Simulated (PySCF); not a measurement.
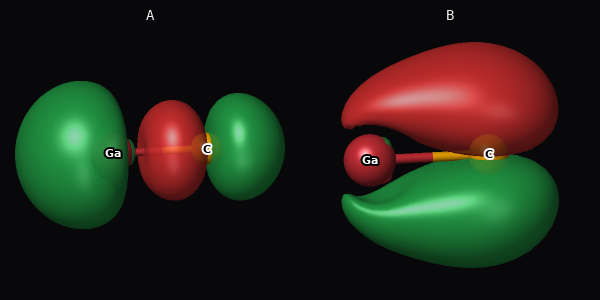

GaC (quartet). Two frontier α-spin orbitals, each drawn at the value that holds 80 % of its norm (green and red are the two phases), in no order; of a degenerate pair one member is drawn.

Theory: PBE0/cc-pVTZ(-PP), non-relativistic Hamiltonian with scalar-relativistic core potentials where named, at a bond length of 2.004 Å (PySCF).

Name the orbitals and rank them from lowest to highest energy.

Answer. Orbital B: π, occupied in this spin, −6.93 eV; mainly on C (80 %).
Orbital A: σ, occupied in this spin, −6.48 eV; shared between the atoms (Ga 55 %, C 45 %).
